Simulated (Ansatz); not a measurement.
Run report: Si$_{2}$PNH$_{6}$, geometry relaxation (part 2 of 2)

Si$_{2}$PNH$_{6}$; RKS r2SCAN/def2-SVP (Ansatz 0.2.0). It belongs to a series of runs on one base structure; here: end point A relaxed.

Geometry of the input (Å):
```
Si -0.8327  1.0113  -0.5477
N  0.4400  0.2374  0.0824
Si -0.0630  -0.8602  1.1607
P  1.4891  -0.5020  -0.9758
H  -1.8010  0.1218  -1.2821
H  -1.6325  1.7128  0.5497
H  -0.4060  2.1322  -1.4749
H  -0.7966  -1.9604  0.6133
H  1.0863  -1.3559  2.0515
H  2.5996  -0.5883  -0.1740
```

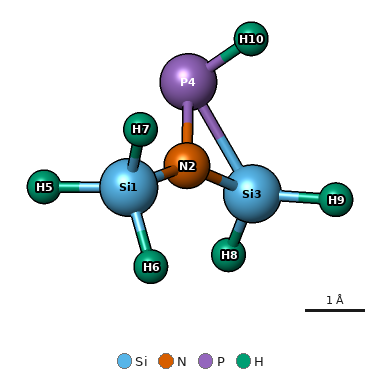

**Figure 1.** The geometry at step 15 of the log (ball-and-stick view, seen at a tilt; atoms are numbered from 1 in the order of the input).

## Trajectory as extended XYZ, continued
```
10
Properties=species:S:1:pos:R:3:forces:R:3 step=6 energy=-26619.52514
Si   -0.9552    1.1965   -0.6131    0.2865  -0.0663   0.1235
N     0.3818    0.2782    0.0715   -0.3727  -0.5895   0.1893
Si    0.3493   -1.2692    0.9462    0.0843   0.2536  -0.2935
P     1.5070   -0.7915   -0.9038   -0.1564   0.0037   0.3139
H    -1.9124    0.3515   -1.4005    0.0171   0.0026  -0.0043
H    -1.6990    1.8047    0.5291   -0.0156  -0.0037  -0.0012
H    -0.4332    2.2674   -1.5136    0.0233  -0.0297   0.0201
H    -0.8793   -2.1573    0.7995    0.4777   0.3854   0.1109
H     0.9947   -1.3044    2.3144   -0.2660   0.0527  -0.4373
H     2.7295   -0.4271   -0.2268   -0.0781  -0.0088  -0.0214
10
Properties=species:S:1:pos:R:3:forces:R:3 step=7 energy=-26619.57066
Si   -0.9304    1.2097   -0.6367   -0.3828  -0.0211   0.2931
N     0.2424    0.1666    0.1145    0.0880   0.1350  -0.3662
Si    0.3935   -1.3295    0.9711   -0.2055   0.0626   0.1337
P     1.4041   -0.8055   -0.9087    0.1970  -0.0477  -0.0357
H    -1.8753    0.4604   -1.5349    0.0958   0.0523  -0.0176
H    -1.7390    1.8001    0.4734   -0.0209   0.0671  -0.0540
H    -0.2903    2.2968   -1.4374    0.1009  -0.0929   0.0549
H    -0.7779   -2.2368    0.9525   -0.0375  -0.1393  -0.0409
H     1.0407   -1.2865    2.3024    0.1106   0.0382   0.0590
H     2.6154   -0.3267   -0.2932    0.0543  -0.0543  -0.0263
10
Properties=species:S:1:pos:R:3:forces:R:3 step=8 energy=-26619.59344
Si   -0.9639    1.2096   -0.6148    0.0440   0.0259  -0.0685
N     0.2416    0.1684    0.0902    0.0624   0.0310  -0.1379
Si    0.3846   -1.3159    0.9686   -0.0459   0.0203  -0.0184
P     1.4238   -0.8106   -0.9113   -0.0201  -0.0509   0.0429
H    -1.8807    0.4701   -1.5475   -0.0108   0.0454   0.0703
H    -1.7686    1.8278    0.4829    0.0063  -0.0472  -0.0235
H    -0.2810    2.2713   -1.4145   -0.0158   0.0051   0.0463
H    -0.7659   -2.2499    0.9407   -0.0490  -0.1015  -0.0002
H     1.0496   -1.2529    2.2901    0.0561   0.0135   0.0841
H     2.6438   -0.3693   -0.2813   -0.0272   0.0585   0.0049
10
Properties=species:S:1:pos:R:3:forces:R:3 step=9 energy=-26619.60801
Si   -0.9663    1.2153   -0.6369    0.0715   0.0088   0.0245
N     0.1989    0.0831   -0.0243    0.0488  -0.0386   0.1698
Si    0.3850   -1.3108    0.9837    0.0012   0.0573  -0.0699
P     1.4357   -0.9036   -0.9163   -0.1154  -0.0861  -0.0882
H    -1.8838    0.5687   -1.6254   -0.0561   0.0742  -0.0556
H    -1.7798    1.7388    0.5069    0.0540  -0.0639  -0.0471
H    -0.2453    2.3420   -1.2982   -0.0541   0.0298  -0.0488
H    -0.7263   -2.2915    1.0135   -0.0343  -0.0905   0.0275
H     1.0456   -1.1241    2.2998    0.0032   0.0169   0.0444
H     2.6196   -0.3692   -0.2997    0.0811   0.0922   0.0434
10
Properties=species:S:1:pos:R:3:forces:R:3 step=11 energy=-26619.61745
Si   -0.9587    1.2175   -0.6450    0.0236  -0.0201   0.0098
N     0.1751    0.0472   -0.0360   -0.0910   0.0478   0.0164
Si    0.3877   -1.3198    0.9999    0.0028   0.0105  -0.0079
P     1.4225   -0.9347   -0.9153   -0.0092  -0.0306  -0.0413
H    -1.8850    0.6404   -1.6729    0.0159   0.0157   0.0135
H    -1.7738    1.7119    0.5074    0.0247  -0.0249  -0.0262
H    -0.2300    2.3589   -1.2769    0.0002  -0.0133   0.0146
H    -0.6902   -2.3425    1.0519    0.0027  -0.0111   0.0160
H     1.0359   -1.0865    2.3181   -0.0040   0.0079  -0.0102
H     2.5997   -0.3438   -0.3282    0.0343   0.0180   0.0153
10
Properties=species:S:1:pos:R:3:forces:R:3 step=12 energy=-26619.61913
Si   -0.9556    1.2183   -0.6566   -0.0461   0.0644  -0.0339
N     0.1313   -0.0058   -0.0801   -0.0319  -0.1130   0.1177
Si    0.3875   -1.3241    1.0131    0.0128   0.0829  -0.0122
P     1.4096   -0.9777   -0.9180    0.0499   0.0230  -0.0269
H    -1.8735    0.7142   -1.7358    0.0763   0.0483   0.0721
H    -1.7797    1.6641    0.5113    0.0180  -0.0151  -0.0680
H    -0.1909    2.3853   -1.2091   -0.0503  -0.0986   0.0382
H    -0.6543   -2.3851    1.1134    0.0378   0.0530   0.0036
H     1.0381   -1.0183    2.3207   -0.0479  -0.0092  -0.0822
H     2.5708   -0.3223   -0.3558   -0.0186  -0.0357  -0.0082
10
Properties=species:S:1:pos:R:3:forces:R:3 step=13 energy=-26619.62244
Si   -0.9512    1.2222   -0.6491   -0.0770   0.0179   0.0040
N     0.1239   -0.0001   -0.0501   -0.0796   0.0117  -0.0632
Si    0.4019   -1.3085    1.0342   -0.0034  -0.0525   0.0287
P     1.3465   -1.0026   -0.9422    0.0581   0.0054   0.0221
H    -1.7592    0.7471   -1.8183    0.0413  -0.0021   0.0050
H    -1.8941    1.5860    0.4541    0.0638   0.0161  -0.0187
H    -0.1757    2.4219   -1.0887   -0.0281   0.0170   0.0143
H    -0.6501   -2.3493    1.1852    0.0039   0.0091   0.0128
H     1.0994   -0.9968    2.3091    0.0154  -0.0082   0.0102
H     2.5419   -0.3711   -0.4311    0.0056  -0.0144  -0.0152
10
Properties=species:S:1:pos:R:3:forces:R:3 step=14 energy=-26619.62468
Si   -0.9512    1.2178   -0.6552   -0.0659   0.0048  -0.0054
N     0.0645   -0.0670   -0.0883   -0.0113   0.0724  -0.0295
Si    0.3977   -1.3248    1.0358    0.0247  -0.0428   0.0031
P     1.3558   -1.0140   -0.9371   -0.0488  -0.0823  -0.0416
H    -1.7613    0.8009   -1.8420    0.0065   0.0080  -0.0133
H    -1.8795    1.5946    0.4538    0.0266   0.0031  -0.0081
H    -0.1320    2.4010   -1.0572    0.0008   0.0205   0.0107
H    -0.6249   -2.3870    1.2326    0.0292  -0.0086  -0.0142
H     1.1010   -0.9581    2.2909    0.0093   0.0126   0.0579
H     2.5130   -0.3147   -0.4301    0.0290   0.0123   0.0404
10
Properties=species:S:1:pos:R:3:forces:R:3 step=15 energy=-26619.62738
Si   -0.9531    1.2201   -0.6573    0.0070  -0.0017  -0.0149
N     0.0467   -0.0852   -0.1052    0.0283  -0.0174  -0.0097
Si    0.4044   -1.3186    1.0430   -0.0045   0.0047  -0.0063
P     1.3403   -1.0444   -0.9438   -0.0156   0.0128   0.0153
H    -1.7355    0.8381   -1.8737    0.0009   0.0046  -0.0045
H    -1.8962    1.5707    0.4455   -0.0054  -0.0011   0.0061
H    -0.1282    2.4179   -1.0072   -0.0025  -0.0030   0.0091
H    -0.5932   -2.4007    1.2555    0.0056   0.0056   0.0037
H     1.0975   -0.9159    2.2963    0.0033  -0.0025   0.0032
H     2.5004   -0.3334   -0.4501   -0.0171  -0.0018  -0.0019
10
Properties=species:S:1:pos:R:3:forces:R:3 step=17 energy=-26619.62787
Si   -0.9479    1.2182   -0.6621   -0.0384   0.0037   0.0446
N     0.0280   -0.1066   -0.1144   -0.0541   0.0079  -0.0076
Si    0.4064   -1.3138    1.0539    0.0125  -0.0274   0.0000
P     1.3200   -1.0658   -0.9462    0.0432   0.0135  -0.0127
H    -1.7007    0.8734   -1.9077    0.0150  -0.0087  -0.0040
H    -1.9171    1.5432    0.4272    0.0004   0.0055  -0.0120
H    -0.1114    2.4221   -0.9559    0.0092   0.0080  -0.0016
H    -0.5763   -2.4041    1.2907   -0.0045   0.0121   0.0038
H     1.1125   -0.8950    2.2945   -0.0021   0.0181  -0.0034
H     2.4697   -0.3229   -0.4769    0.0188  -0.0326  -0.0071
10
Properties=species:S:1:pos:R:3:forces:R:3 step=18 energy=-26619.62825
Si   -0.9499    1.2197   -0.6594   -0.0342   0.0641   0.0038
N     0.0216   -0.1099   -0.1146   -0.0306  -0.0288  -0.0449
Si    0.4161   -1.3048    1.0616   -0.0065  -0.0123   0.0079
P     1.2925   -1.0901   -0.9600    0.0432   0.0461   0.0572
H    -1.6415    0.9009   -1.9530    0.0541   0.0095   0.0920
H    -1.9687    1.4976    0.4030    0.0488  -0.0016  -0.0710
H    -0.1154    2.4476   -0.8814   -0.0599  -0.0616   0.0111
H    -0.5682   -2.3861    1.3308   -0.0069   0.0105   0.0013
H     1.1354   -0.8665    2.2894    0.0056   0.0023  -0.0282
H     2.4614   -0.3598   -0.5132   -0.0137  -0.0283  -0.0293
10
Properties=species:S:1:pos:R:3:forces:R:3 step=19 energy=-26619.62631 accepted=F
Si   -0.9476    1.2144   -0.6640    0.0385  -0.0327  -0.0462
N    -0.0461   -0.1854   -0.1575   -0.0009   0.0759   0.0396
Si    0.4149   -1.3178    1.0638   -0.0488   0.0279  -0.0374
P     1.2937   -1.1049   -0.9589    0.0115  -0.0082   0.0297
H    -1.6313    0.9674   -1.9802    0.0785   0.0175   0.1391
H    -1.9655    1.4992    0.3930    0.0081  -0.0014  -0.0376
H    -0.0641    2.4210   -0.8321   -0.0675  -0.1221   0.0224
H    -0.5329   -2.4234    1.3863    0.0668   0.0683  -0.0382
H     1.1401   -0.8142    2.2666   -0.0444   0.0024  -0.0555
H     2.4219   -0.3077   -0.5137   -0.0419  -0.0275  -0.0159
10
Properties=species:S:1:pos:R:3:forces:R:3 step=20 energy=-26619.62927
Si   -0.9495    1.2206   -0.6525    0.0057  -0.0554  -0.0823
N     0.0051   -0.1310   -0.1306    0.0282   0.0085   0.0349
Si    0.4141   -1.3069    1.0602    0.0048   0.0239   0.0114
P     1.2951   -1.1009   -0.9584   -0.0587   0.0010  -0.0414
H    -1.6114    0.9126   -1.9584   -0.0031   0.0320   0.0121
H    -1.9869    1.4874    0.3868    0.0022  -0.0092   0.0175
H    -0.1194    2.4506   -0.8436    0.0091   0.0021   0.0131
H    -0.5769   -2.3744    1.3564    0.0148  -0.0121  -0.0029
H     1.1558   -0.8525    2.2672   -0.0096   0.0038   0.0154
H     2.4572   -0.3568   -0.5239    0.0066   0.0054   0.0223
10
Properties=species:S:1:pos:R:3:forces:R:3 step=21 energy=-26619.63058
Si   -0.9479    1.2179   -0.6563   -0.0077   0.0035  -0.0009
N    -0.0067   -0.1418   -0.1342    0.0071  -0.0012   0.0008
Si    0.4176   -1.3030    1.0653   -0.0009  -0.0086  -0.0019
P     1.2815   -1.1101   -0.9634   -0.0088  -0.0050   0.0014
H    -1.5975    0.9375   -1.9730    0.0008   0.0034  -0.0027
H    -1.9937    1.4753    0.3783    0.0006  -0.0027  -0.0022
H    -0.1084    2.4465   -0.8167    0.0033   0.0003   0.0022
H    -0.5561   -2.3842    1.3695    0.0032   0.0017   0.0016
H     1.1512   -0.8303    2.2706    0.0014   0.0043  -0.0010
H     2.4432   -0.3591   -0.5370    0.0010   0.0042   0.0027
10
Properties=species:S:1:pos:R:3:forces:R:3 step=23 energy=-26619.63113
Si   -0.9467    1.2153   -0.6558    0.0105   0.0125  -0.0036
N    -0.0367   -0.1730   -0.1506   -0.0066   0.0094   0.0088
Si    0.4235   -1.2984    1.0719   -0.0129  -0.0012  -0.0121
P     1.2582   -1.1359   -0.9721    0.0090  -0.0125   0.0164
H    -1.5443    0.9876   -2.0082    0.0135   0.0001   0.0272
H    -2.0286    1.4430    0.3487    0.0033  -0.0005  -0.0116
H    -0.0940    2.4455   -0.7371   -0.0168  -0.0252   0.0017
H    -0.5309   -2.3853    1.4168    0.0091   0.0135  -0.0034
H     1.1674   -0.7847    2.2552   -0.0049  -0.0031  -0.0138
H     2.4154   -0.3653   -0.5656   -0.0043   0.0070  -0.0097
10
Properties=species:S:1:pos:R:3:forces:R:3 step=24 energy=-26619.63129
Si   -0.9453    1.2141   -0.6546    0.0128   0.0096  -0.0032
N    -0.0441   -0.1817   -0.1540   -0.0161  -0.0007   0.0105
Si    0.4246   -1.2969    1.0752   -0.0004   0.0195  -0.0115
P     1.2502   -1.1468   -0.9734    0.0084  -0.0004   0.0026
H    -1.5213    1.0027   -2.0186    0.0132  -0.0014   0.0244
H    -2.0425    1.4306    0.3354    0.0025   0.0000  -0.0078
H    -0.0915    2.4451   -0.7067   -0.0163  -0.0232  -0.0007
H    -0.5256   -2.3827    1.4333    0.0064   0.0088  -0.0040
H     1.1726   -0.7708    2.2505   -0.0055  -0.0065  -0.0112
H     2.4062   -0.3650   -0.5841   -0.0051  -0.0058   0.0010
10
Properties=species:S:1:pos:R:3:forces:R:3 step=25 energy=-26619.63139
Si   -0.9452    1.2145   -0.6533    0.0105  -0.0042  -0.0063
N    -0.0467   -0.1837   -0.1554   -0.0121  -0.0034   0.0176
Si    0.4252   -1.2951    1.0758    0.0010   0.0140  -0.0154
P     1.2469   -1.1503   -0.9744    0.0069   0.0028   0.0003
H    -1.5121    1.0067   -2.0206    0.0045   0.0003   0.0073
H    -2.0488    1.4265    0.3300    0.0014   0.0011  -0.0008
H    -0.0922    2.4452   -0.6965   -0.0072  -0.0074   0.0014
H    -0.5232   -2.3807    1.4375    0.0010   0.0042   0.0005
H     1.1761   -0.7664    2.2474   -0.0028  -0.0038  -0.0036
H     2.4032   -0.3679   -0.5874   -0.0032  -0.0037  -0.0009
```

## Summary

- outcome: converged
- total energy: −26619.6314 eV
- mean-field energy: −26619.6314 eV
- largest force (length of the vector) at the end: 0.022 eV/Å
- hardware: 2 threads of Arm Neoverse V1, 24 GiB of memory available, shared host
- wall time: 93 s (CPU time 3 min)
- peak memory: 0.17 GiB
